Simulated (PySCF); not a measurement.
**What a change does: excited-state calculation on C$_{2}$H$_{9}$BGe**

System: C$_{2}$H$_{9}$BGe.
Method of the first run: TDDFT PBE0/def2-TZVPD, vertical, gas phase, core orbitals frozen in the response (PySCF 2.14.0).

The geometry comes from this level: PBE0-D3(BJ)/def2-SVP. Text and figures count atoms from 1; the logs count them from 0 in places.

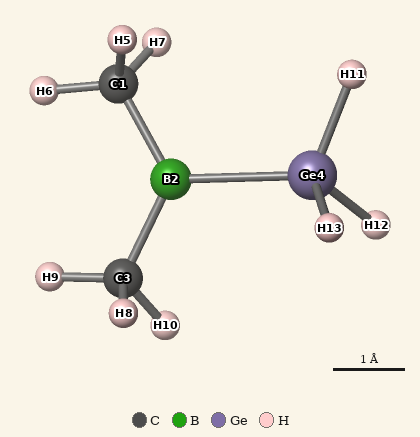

**Figure 1.** The structure (ball-and-stick view, seen at a tilt; atoms are numbered from 1 in the order of the input). Sticks mark near contacts. Bond lengths as drawn: B–C 1.56 to 1.57 Å, B–Ge 2.09 Å, C–H 1.10 to 1.11 Å and Ge–H 1.55 Å.

## The input, the first run
```
{"job": {"kind": "uv", "xc": "PBE0", "basis": "def2-TZVPD"}, "charge": 0, "multiplicity": 1}
C     -0.695574     2.009016    -0.050899
B     -0.397221     0.476481     0.050264
C     -1.509954    -0.623962     0.094146
Ge     1.590954    -0.145467     0.150450
H     -0.242717     2.533814     0.810302
H     -1.762325     2.274738    -0.108443
H     -0.173781     2.433923    -0.927905
H     -1.449412    -1.149285     1.065829
H     -2.537044    -0.248193    -0.032097
H     -1.320360    -1.412016    -0.655660
H      2.610428     1.015314     0.169813
H      1.959253    -1.043009    -1.054486
H      1.860873    -1.000831     1.410487
```

The first line tells a small driver script what to run in PySCF; the rest is the geometry in Å.

Hardware: 1 CPU thread, shared host.

## Output (the first run)
```
coarse grid: 45208 points
cycle   1  E = -2183.0401368611  dE = -6.112e-01  |g| = 7.171e-01  |ddm| = 3.101e+00
cycle   2  E = -2183.0193786806  dE =  2.076e-02  |g| = 8.139e-01  |ddm| = 1.259e+00
cycle   3  E = -2183.1047941888  dE = -8.542e-02  |g| = 2.979e-02  |ddm| = 6.409e-01
cycle   4  E = -2183.1049952950  dE = -2.011e-04  |g| = 1.503e-02  |ddm| = 5.300e-02
cycle   5  E = -2183.1050564790  dE = -6.118e-05  |g| = 3.114e-03  |ddm| = 1.871e-02
cycle   6  E = -2183.1050593021  dE = -2.823e-06  |g| = 4.340e-04  |ddm| = 3.787e-03
final grid: 95016 points
cycle   7  E = -2183.1050424944  dE = -5.948e-08  |g| = 4.037e-04  |ddm| = 1.014e-02
cycle   8  E = -2183.1050424919  dE =  2.505e-09  |g| = 4.566e-04  |ddm| = 9.122e-04
cycle   9  E = -2183.1050425397  dE = -4.774e-08  |g| = 4.588e-05  |ddm| = 3.830e-04
cycle  10  E = -2183.1050425399  dE = -2.578e-10  |g| = 5.000e-06  |ddm| = 4.562e-05
converged SCF energy = -2183.1050425399

Static polarisability (au): isotropic 76.004, principal 63.483 77.419 87.111

Singlet excitations
state   eV       nm        f      main configurations
  1   4.5958    269.8   0.00670   H->L 0.99
  2   5.9738    207.5   0.00105   H-1->L 0.77, H-3->L 0.22
  3   6.4465    192.3   0.04287   H->L+1 0.99
  4   6.6525    186.4   0.00391   H-3->L 0.77, H-1->L 0.22
  5   6.7827    182.8   0.03964   H-2->L 0.95
  6   7.3065    169.7   0.01879   H->L+2 0.91
  7   7.5981    163.2   0.00811   H->L+3 0.94
  8   7.6476    162.1   0.00274   H->L+5 0.83, H->L+4 0.13
  9   7.7921    159.1   0.03575   H->L+4 0.38, H->L+6 0.34, H-1->L+1 0.14
 10   7.8609    157.7   0.09921   H-1->L+1 0.80, H->L+4 0.11

Triplet excitations (Tamm-Dancoff, eV): 3.8276 5.4182 6.1887 6.3487
```

The second run used a changed input.

## The two runs side by side

| quantity | the first run | the second run |
| --- | --- | --- |
| outcome | converged | converged |
| total energy (hartree) | −2183.105043 | −2183.045740 |
| HOMO (eV) | −7.54 | −7.53 |
| LUMO (eV) | −1.31 | −1.30 |
| dipole moment (D) | 1.46 | 1.45 |
| lowest excitation (eV) | 4.60 | 4.61 |
| SCF iterations | 10 | 10 |
| strongest computed line (eV) | 7.86 | 7.48 |
| basis functions | 246 | 186 |
| wall time (shared host) | 34 s | 22 s |

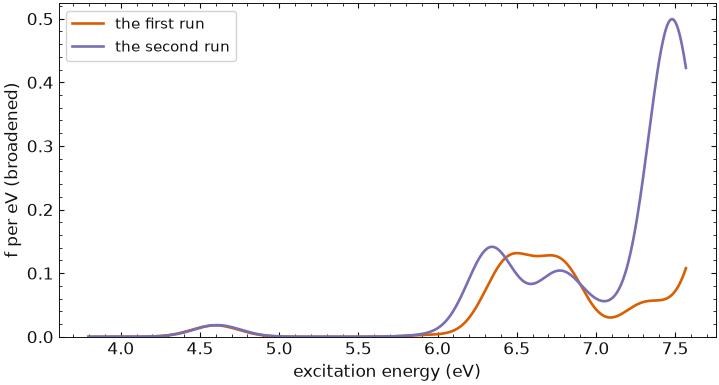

**Figure 2.** Absorption of the two runs from their computed states, each broadened by a Gaussian of 0.35 eV full width; the range ends where the shorter list of states ends.

What was changed in the input?

The change (lines with − go, lines with + come):
```diff
-"basis": "def2-TZVPD"
+"basis": "aug-cc-pVDZ"
```

The total energy of the second run is 37.2 kcal/mol higher, which measures the change of basis and not a stability. The strongest computed line goes from 7.86 to 7.48 eV. The number of SCF iterations is the same. The basis functions go from 246 to 186.

## Output (the second run)
```
coarse grid: 45208 points
cycle   1  E = -2183.0025505675  dE = -5.839e-01  |g| = 4.065e-01  |ddm| = 7.495e+00
cycle   2  E = -2182.9947596180  dE =  7.791e-03  |g| = 4.307e-01  |ddm| = 1.737e+00
cycle   3  E = -2183.0455400505  dE = -5.078e-02  |g| = 2.616e-02  |ddm| = 8.541e-01
cycle   4  E = -2183.0457420189  dE = -2.020e-04  |g| = 1.047e-02  |ddm| = 9.800e-02
cycle   5  E = -2183.0457774207  dE = -3.540e-05  |g| = 2.595e-03  |ddm| = 3.388e-02
cycle   6  E = -2183.0457795658  dE = -2.145e-06  |g| = 2.566e-04  |ddm| = 7.606e-03
final grid: 95016 points
cycle   7  E = -2183.0457404533  dE = -5.668e-08  |g| = 1.946e-04  |ddm| = 1.109e-02
cycle   8  E = -2183.0457404554  dE = -2.054e-09  |g| = 1.771e-04  |ddm| = 1.124e-03
cycle   9  E = -2183.0457404657  dE = -1.034e-08  |g| = 2.305e-05  |ddm| = 4.570e-04
cycle  10  E = -2183.0457404659  dE = -1.787e-10  |g| = 2.880e-06  |ddm| = 6.193e-05
converged SCF energy = -2183.0457404659

Static polarisability (au): isotropic 76.481, principal 63.946 77.958 87.540

Singlet excitations
state   eV       nm        f      main configurations
  1   4.6086    269.0   0.00680   H->L 0.99
  2   5.9764    207.5   0.00109   H-1->L 0.77, H-3->L 0.21
  3   6.3379    195.6   0.05177   H->L+1 0.98
  4   6.6565    186.3   0.00397   H-3->L 0.78, H-1->L 0.21
  5   6.7796    182.9   0.03381   H-2->L 0.93
  6   7.0693    175.4   0.00976   H->L+2 0.93
  7   7.1941    172.3   0.00179   H->L+3 0.94
  8   7.2539    170.9   0.00140   H->L+4 0.92
  9   7.4751    165.9   0.17117   H->L+5 0.57, H->L+7 0.28
 10   7.5686    163.8   0.01677   H->L+6 0.85

Triplet excitations (Tamm-Dancoff, eV): 3.8610 5.4232 6.1669 6.2773
```

For both runs: Spin–orbit coupling is left out, which matters for the heavy atoms.
